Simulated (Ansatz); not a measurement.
```
Ga As N
1.0
     5.19508    0.00000    0.00000
     0.00000    5.19508    0.00000
     0.00000    0.00000    5.19508
Ga As N
4 3 1
Cartesian
  0.0000 2.5975 2.5975
  2.5975 2.5975 0.0000
  0.0000 0.0000 0.0000
  2.5975 0.0000 2.5975
  2.5975 0.0000 0.0000
  0.0000 0.0000 2.5975
  0.0000 2.5975 0.0000
  2.5975 2.5975 2.5975
```

Space group Pm-3m; a structure generated by program, which may or may not match a known phase.

Computed with DFT PBE, scalar-relativistic, plane waves, PAW (Ansatz).

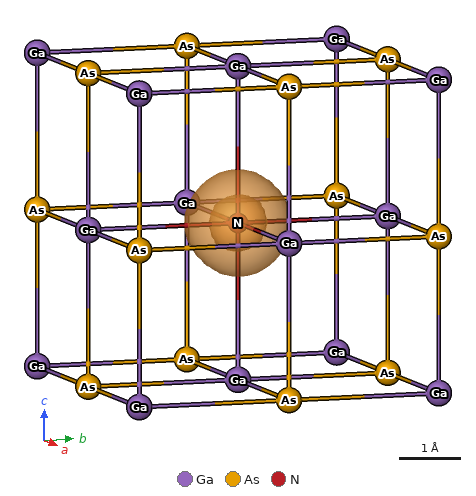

Ga4As3N. Isosurface of the electron localisation function at 0.75 (orange), seen slightly off an axis. Only the valence region is drawn (cores and ρ < 0.01 e/Å³ removed). Sticks mark near contacts.

In a PAW calculation such maps are meaningful between the atoms, not at the nuclei.

Q: What do the ELF domains correspond to?

A: The surface consists of one region wrapped around N (its valence shell), counted in one cell of 8 atoms. Any copies at cell faces, edges or corners count once. Profiles from the grid: Ga–N (2.60 Å): the ELF is about 0.30 at the midpoint and 0.20 at its lowest between the atoms: no localised pair shows between them. Ga–As (2.60 Å): the ELF is about 0.65 at the midpoint.
